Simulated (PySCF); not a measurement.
## Run report: C4H6F4Si, excited-state calculation

C4H6F4Si, computed with TDDFT CAM-B3LYP/def2-SVPD, vertical, gas phase, core orbitals frozen in the response (PySCF 2.14.0).

The geometry comes from this level: GFN2-xTB. It belongs to a series of runs on one base structure; here: SiH2 inserted into a C-F bond.

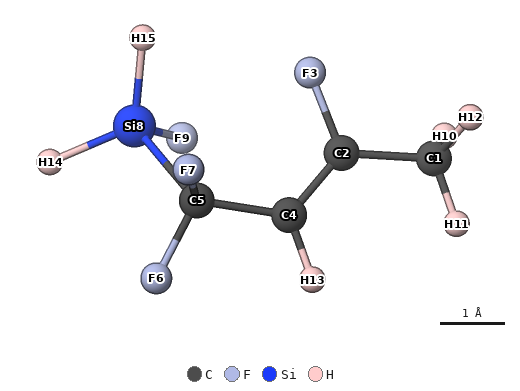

Figure 1. The structure as given in the input (ball-and-stick view, seen at a tilt; atoms are numbered from 1 in the order of the input). Bond lengths as drawn: C–C 1.32 to 1.50 Å, C–F 1.36 to 1.38 Å, C–H 1.08 to 1.09 Å, C–Si 1.95 Å, F–Si 1.61 Å and H–Si 1.45 Å.

Results in brief

| quantity | value |
| --- | --- |
| outcome | converged |
| total energy | −844.286136 hartree |
| HOMO | −9.28 eV |
| LUMO | 0.29 eV |
| dipole moment | 2.14 D |
| mean polarisability | 75.15 a.u. |
| lowest singlet excitation | 6.60 eV |
| hardware | 1 CPU thread, shared host |
| wall time | 2.4 min |
| peak memory | 1.1 GiB |

The input
```
{"job": {"kind": "uv", "xc": "CAM-B3LYP", "basis": "def2-SVPD", "nstates": 8, "ntriplets": 3}, "charge": 0, "multiplicity": 1}
C      2.389012     0.801356    -0.079704
C      1.029144     0.262568     0.170975
F      0.407486     0.863153     1.216284
C      0.386382    -0.689030    -0.487138
C     -0.990587    -1.143298    -0.120190
F     -1.486972    -1.903436    -1.151218
F     -0.920453    -2.031508     0.936128
Si    -2.282090     0.247536     0.308854
F     -1.802952     1.514076    -0.559220
H      2.322649     1.871128    -0.275667
H      2.847183     0.302702    -0.926492
H      3.009774     0.663493     0.804813
H      0.853932    -1.190237    -1.317890
H     -3.556268    -0.160751    -0.250437
H     -2.210656     0.600236     1.708991
```

The first line tells a small driver script what to run in PySCF; the rest is the geometry in Å.

Launched with:
```bash
OMP_NUM_THREADS=1 python <driver script> task.json out
```

What the program printed
```
coarse grid: 14032 points
cycle   1  E = -844.0017030555  dE =  1.147e+00  |g| = 9.444e-01  |ddm| = 5.857e+00
cycle   2  E = -843.9249365313  dE =  7.677e-02  |g| = 1.239e+00  |ddm| = 2.308e+00
cycle   3  E = -844.1684509956  dE = -2.435e-01  |g| = 7.301e-02  |ddm| = 1.239e+00
cycle   4  E = -844.1692965237  dE = -8.455e-04  |g| = 3.400e-02  |ddm| = 1.689e-01
cycle   5  E = -844.1695415703  dE = -2.450e-04  |g| = 1.157e-02  |ddm| = 6.597e-02
cycle   6  E = -844.1695707596  dE = -2.919e-05  |g| = 2.995e-03  |ddm| = 2.478e-02
cycle   7  E = -844.1695732053  dE = -2.446e-06  |g| = 7.692e-04  |ddm| = 5.842e-03
final grid: 135408 points
cycle   8  E = -844.2861304886  dE = -3.200e-05  |g| = 5.625e-03  |ddm| = 8.068e-02
cycle   9  E = -844.2861282554  dE =  2.233e-06  |g| = 6.985e-03  |ddm| = 1.544e-02
cycle  10  E = -844.2861361747  dE = -7.919e-06  |g| = 3.976e-04  |ddm| = 6.754e-03
cycle  11  E = -844.2861362042  dE = -2.947e-08  |g| = 1.783e-04  |ddm| = 8.827e-04
cycle  12  E = -844.2861362114  dE = -7.170e-09  |g| = 5.134e-05  |ddm| = 3.711e-04
cycle  13  E = -844.2861362120  dE = -5.989e-10  |g| = 1.370e-05  |ddm| = 8.760e-05
```

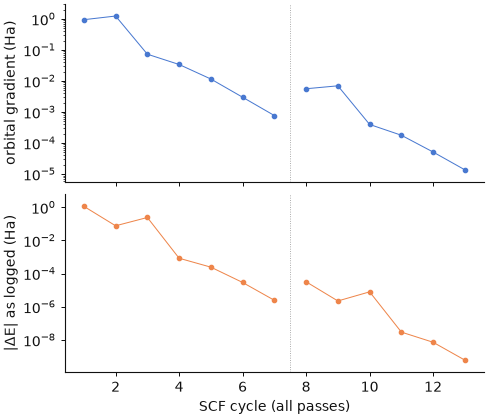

Figure 2. Convergence of the self-consistent field: orbital gradient and size of the energy change against the SCF cycle. The dotted line marks the change from a coarse to the final integration grid. The first 7 cycles use a coarse grid, the final grid takes over at cycle 8, and the field converges after 13 cycles in all.

```
converged SCF energy = -844.2861362120

Static polarisability (au): isotropic 75.150, principal 61.807 72.822 90.822

Singlet excitations
state   eV       nm        f      main configurations
  1   6.5991    187.9   0.21438   H->L 0.80, H-1->L 0.17
  2   7.2254    171.6   0.10981   H-1->L 0.77, H->L 0.17
  3   7.2753    170.4   0.03398   H->L+1 0.83
  4   7.7922    159.1   0.02412   H->L+2 0.61, H-1->L+1 0.17, H-1->L+2 0.14
  5   8.2620    150.1   0.00180   H->L+4 0.20, H-1->L+1 0.19, H->L+2 0.18
  6   8.2653    150.0   0.02866   H-2->L 0.68, H-2->L+2 0.12
  7   8.2830    149.7   0.05689   H->L+5 0.21, H-1->L+2 0.13, H->L+4 0.11
  8   8.4225    147.2   0.00511   H->L+4 0.42, H->L+5 0.24, H->L+3 0.10

Triplet excitations (Tamm-Dancoff, eV): 4.2940 6.4834 7.0783
```

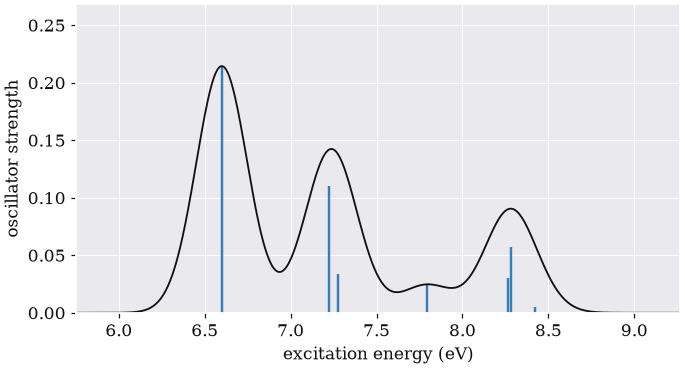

Figure 3. Computed excitations as sticks (degenerate states added up, dark ones marked on the axis), with a Gaussian envelope of 0.35 eV full width at half maximum, scaled to the tallest. Of the 8 states the lowest lies at 6.60 eV (f = 0.214); the strongest line is at 6.60 eV, or 188 nm (f = 0.214).

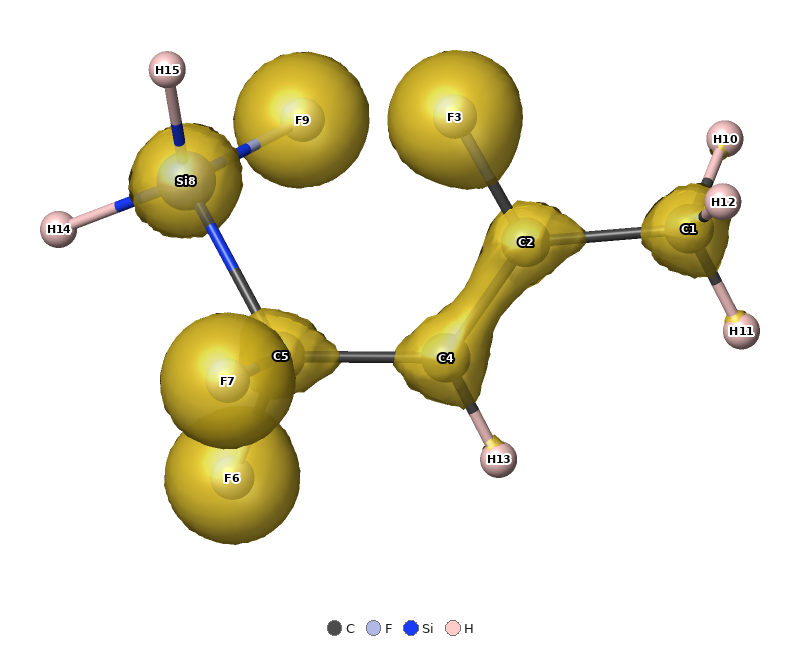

Figure 4. Isosurface of the electron density at 2 e/Å³ (yellow), seen at a tilt. At this value the surface falls into 13 separate pieces. It is pinched off along the C–F (1.36 Å), Si–F (1.61 Å) and C–Si (1.95 Å) contacts. On the grid the lowest density along these lines, outside the cores, is 2.4 e/Å³ (C–C, 1.32 Å), 1.6 e/Å³ (C–F, 1.36 Å), 0.87 e/Å³ (Si–F, 1.61 Å) and 0.76 e/Å³ (C–Si, 1.95 Å).

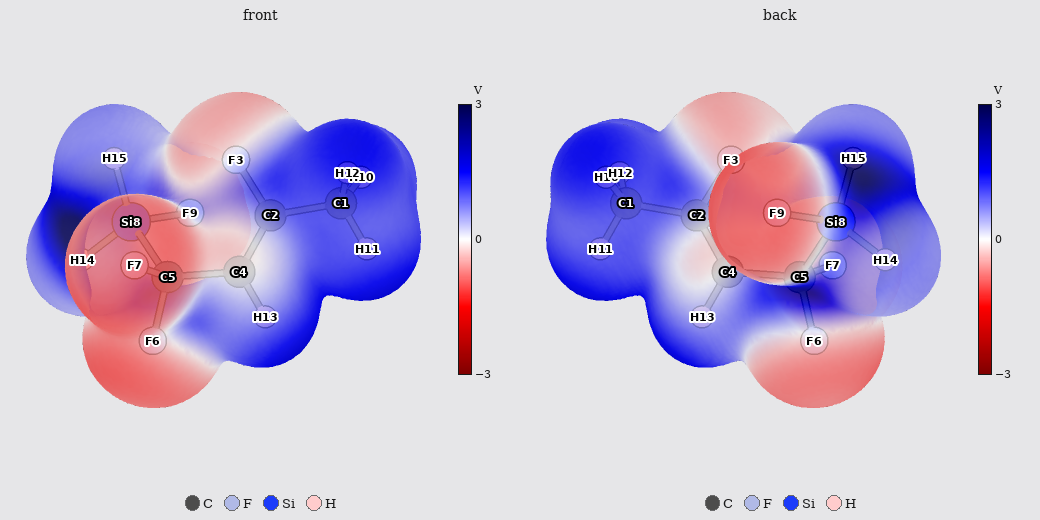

Figure 5. The electrostatic potential painted on the density surface at 0.004 e/bohr³, seen at a tilt and from behind; the colour scale runs from red (negative) to blue (positive). A positive charge is drawn to the negative regions and a negative charge to the positive ones. Its dipole moment is 2.14 D.
